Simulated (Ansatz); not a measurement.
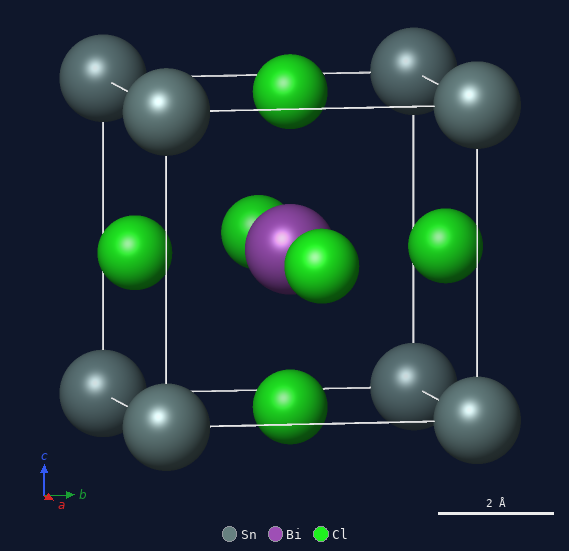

A spheres-only picture of a crystal structure, seen slightly off an axis. The frame is the simulation cell; atoms at its boundary are shown with their periodic copies.

```
CELL_PARAMETERS angstrom
5.55452 0.00000 0.00000
0.00000 5.55452 0.00000
0.00000 0.00000 5.55452
ATOMIC_POSITIONS crystal
Sn 0.00000 0.00000 0.00000
Bi 0.50000 0.50000 0.50000
Cl 0.00000 0.50000 0.50000
Cl 0.50000 0.50000 0.00000
Cl 0.50000 0.00000 0.50000
```

Electronic-structure method: Ansatz, DFT PBE, scalar-relativistic, plane waves, PAW. Parameters: a kinetic-energy cutoff of 420 eV, an 8×8×8 sampling of the Brillouin zone, Gaussian smearing of 0.1 eV, no spin polarisation.

State the Bader charges by element.

Sn +0.65 e; Bi +1.37 e; Cl -0.67 e.

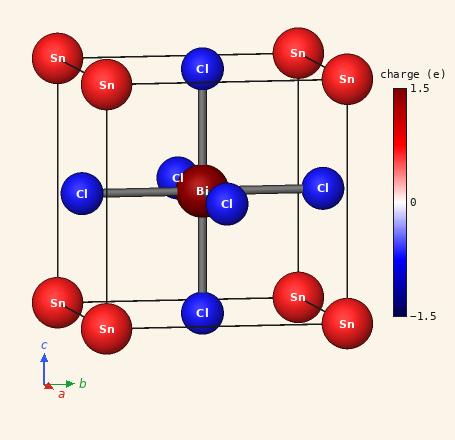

The atoms coloured by those charges.

The initial geometry was a structure type filled with these elements by a generator (whether the compound takes this form wasn't checked). Earlier steps of the study may have refined or changed the cell and positions. A calculation with Ansatz used it as input.
